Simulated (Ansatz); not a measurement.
The calculation's input:

```
crystal:
  periodic: [false, false, false]
  atoms:
    - {symbol: O, position_ang: [-0.307899, 1.144280, -1.642907]}
    - {symbol: Si, position_ang: [0.817663, 0.561951, -0.606418]}
    - {symbol: O, position_ang: [0.302435, -0.778051, 0.201775]}
    - {symbol: P, position_ang: [-0.942202, -0.834855, 1.277569]}
    - {symbol: H, position_ang: [-0.998706, 1.706859, -1.290590]}
    - {symbol: H, position_ang: [1.170561, 1.605264, 0.391284]}
    - {symbol: H, position_ang: [1.964493, 0.123467, -1.421101]}
    - {symbol: H, position_ang: [-0.305873, -1.590906, 2.302551]}
    - {symbol: H, position_ang: [-1.611970, -1.984309, 0.770637]}
basis:
  gaussian: {orbitals: def2-TZVPP}
hamiltonian: {xc: pbe0, dispersion: d4}
output: {orbitals: {seedname: orbitals}}
```

Command:

```sh
ansatz run in.yaml --threads 2 --pin off --events-out ev --progress --plain --max-ram 4352MiB
```

Geometry: PBE0-D4/def2-TZVP.

Method: RKS PBE0-D4/def2-TZVPP in Ansatz.

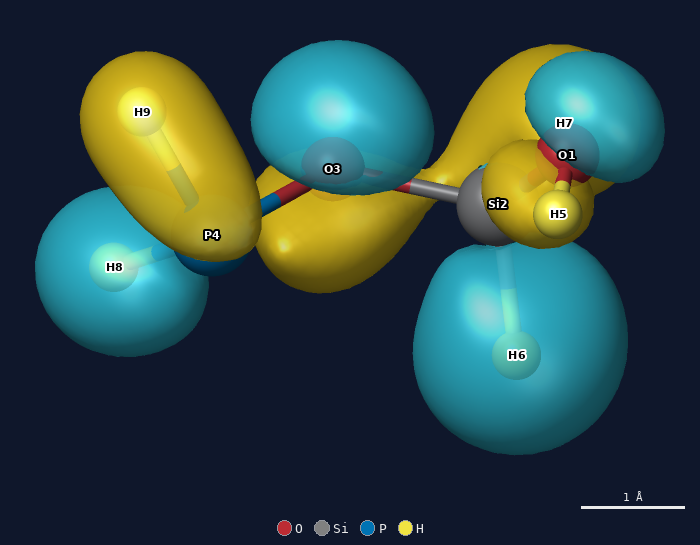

H5O2PSi. The HOMO−1 at ±0.1 Å⁻³ᐟ² (yellow and cyan are the two phases), seen from one side.

> What is the character of this orbital?

By Hirshfeld shares it lies mainly on O3 (about 30 %), Si2 (about 15 %), H6 (about 15 %), P4 (about 10 %), O1 (about 10 %) and H8 (about 5 %). Its energy is −8.90 eV.
